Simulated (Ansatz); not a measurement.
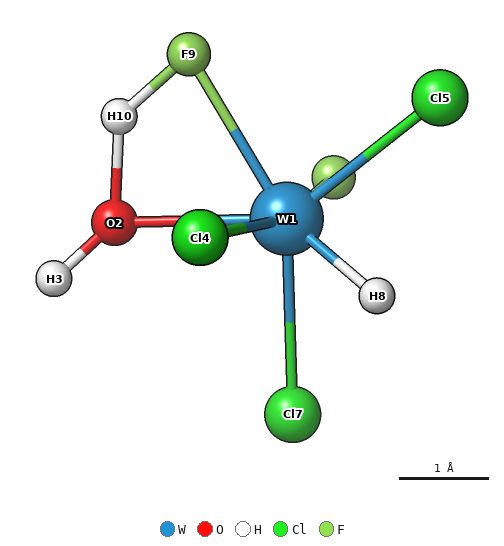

The input geometry (ball-and-stick view, seen at a tilt; atoms are numbered from 1 in the order of the input). Sticks mark near contacts.

Frequency calculation of WH3Cl3OF2

The run: frequency calculation of WH3Cl3OF2. Method and program: RHF/def2-SVP (Ansatz 0.2.0).

It belongs to a series of runs on one base structure; here: vibrations at the highest image of the band. Figures and captions count atoms from 1; the log counts them from 0 in places.

### The input
```yaml
crystal:
  periodic: [false, false, false]
  atoms:
    - { symbol: W, position_ang: [-0.027971, 0.263422, 0.095955] }
    - { symbol: O, position_ang: [0.232537, -0.220714, 2.059043] }
    - { symbol: H, position_ang: [0.574918, -1.012666, 2.450478] }
    - { symbol: Cl, position_ang: [2.235082, -0.319506, -0.057208] }
    - { symbol: Cl, position_ang: [0.107617, 1.963624, -1.468879] }
    - { symbol: F, position_ang: [-1.69378, 0.954933, 0.500902] }
    - { symbol: Cl, position_ang: [-1.054521, -1.805154, -0.071622] }
    - { symbol: H, position_ang: [0.214188, -0.382085, -1.37525] }
    - { symbol: F, position_ang: [0.735058, 1.780425, 1.423275] }
    - { symbol: H, position_ang: [0.644772, 0.93132, 2.126708] }
basis:
  gaussian: { orbitals: def2-SVP }
hamiltonian:
  xc: hf
phonons: {}
```

Hardware: 4 threads of Arm Neoverse V2, 24 GiB of memory available, shared host.

Launched with:
```bash
ansatz run input.yaml --threads 4 --pin off --max-ram 5120MiB --backend cpu --events-out ev --progress --plain --runs-dir out
```

### Log
```
Engine: ansatz 0.2.0, aarch64-unknown-linux-gnu
Functional definition: HF
  exchange = exact_x
  correlation = 0
1454 factors; integrals over basis functions are off by at most 2.8e-4 eV
mean field evaluation 1: about -46788.4484 eV, gradient 6.5e1 eV
mean field evaluation 2: about -46788.7372 eV, gradient 6.6e1 eV
mean field evaluation 4: about -46797.9497 eV, gradient 8.3e0 eV
mean field evaluation 8: about -46798.1807 eV, gradient 8.9e-1 eV
mean field evaluation 16: about -46785.6857 eV, gradient 4.3e1 eV
mean field -46798.18800633 eV, -1719.8016882815 hartree, gradient 2.0e-5 eV, S^2 0.000000; 0 other end points of the search recorded, 0 dependent functions left out
the calculation of the forces begins
reference -46798.18800633 eV, -1719.8016882815 hartree; 47, 47 occupied and 96, 96 virtual orbitals, 1454 factors
these checks for a lower state are left out or cut short: stability, starts, cluster_reference, orbital_swaps, neighbouring_geometries, increment
1454 factors; integrals over basis functions are off by at most 2.8e-4 eV
mean field evaluation 32: about -46798.1878 eV, gradient 1.6e-2 eV
mean field -46798.18780066 eV, -1719.8016807234 hartree, gradient 3.6e-6 eV, S^2 0.000000; 0 other end points of the search recorded, 0 dependent functions left out
[... from here on the field's lines of each further geometry are left out, up to the last ...]
the calculation of the forces begins
reference -46798.18799267 eV, -1719.8016877794 hartree; 47, 47 occupied and 96, 96 virtual orbitals, 1454 factors
these checks for a lower state are left out or cut short: stability, starts, cluster_reference, orbital_swaps, neighbouring_geometries, increment
1454 factors; integrals over basis functions are off by at most 2.8e-4 eV
mean field evaluation 480: about -46798.1879 eV, gradient 4.8e-5 eV
mean field -46798.18794314 eV, -1719.8016859593 hartree, gradient 7.2e-6 eV, S^2 0.000000; 0 other end points of the search recorded, 0 dependent functions left out
the calculation of the forces begins
reference -46798.18794314 eV, -1719.8016859593 hartree; 47, 47 occupied and 96, 96 virtual orbitals, 1454 factors
WARN: phonons: modes at or below zero, which the zero-point energy, F, S and C_V leave out: 1, the lowest at -1328.02 cm⁻¹. A minimum has none, and a first-order saddle one
Total energy: -46798.18800633 eV, -1719.8016882815 hartree
Atom 0 at    -0.027971     0.263422     0.095955 Å, force    -0.021380     0.006022     0.005634 eV/Å
Atom 1 at     0.232537    -0.220714     2.059043 Å, force    -0.023392    -0.011022    -0.038182 eV/Å
Atom 2 at     0.574918    -1.012666     2.450478 Å, force     0.025622     0.012468     0.016886 eV/Å
Atom 3 at     2.235082    -0.319506    -0.057208 Å, force    -0.005711    -0.001424     0.010304 eV/Å
Atom 4 at     0.107617     1.963624    -1.468879 Å, force    -0.001078     0.004744    -0.000313 eV/Å
Atom 5 at    -1.693780     0.954933     0.500902 Å, force     0.012158    -0.002065    -0.008273 eV/Å
Atom 6 at    -1.054521    -1.805154    -0.071622 Å, force     0.002771    -0.008069     0.000882 eV/Å
Atom 7 at     0.214188    -0.382085    -1.375250 Å, force    -0.005266    -0.001716    -0.004982 eV/Å
Atom 8 at     0.735058     1.780425     1.423275 Å, force     0.020146     0.000951     0.008156 eV/Å
Atom 9 at     0.644772     0.931320     2.126708 Å, force    -0.003870     0.000112     0.009888 eV/Å
Dipole moment:     0.152762    -0.474321     0.327677 e Å
Vibrations: -1328.02 85.24 114.20 142.01 164.46 196.53 208.58 225.10 261.54 342.00 360.49 380.05 414.46 461.53 596.60 684.03 760.07 843.20 903.87 1085.36 1290.64 2012.52 2424.07 4170.16 cm⁻¹, zero-point energy 1.123713 eV
```

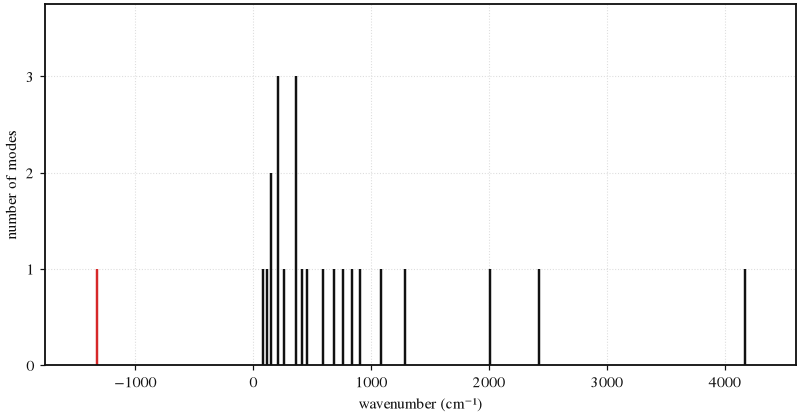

Harmonic vibrational wavenumbers from the force constants; neighbouring modes closer than 25 cm⁻¹ are counted in one stick, and imaginary ones are drawn at negative wavenumbers. 24 modes from 1328i to 4170 cm⁻¹, 1 imaginary beyond 8i (1328i cm⁻¹): a first-order saddle point, if the geometry is stationary.

### Key numbers

| quantity | value |
| --- | --- |
| outcome | converged |
| total energy | −46798.1880 eV |
| mean-field energy | −46798.1880 eV |
| largest force (length of the vector) | 0.046 eV/Å |
| wall time | 88 s (CPU time 5.5 min) |
| peak memory | 0.45 GiB |
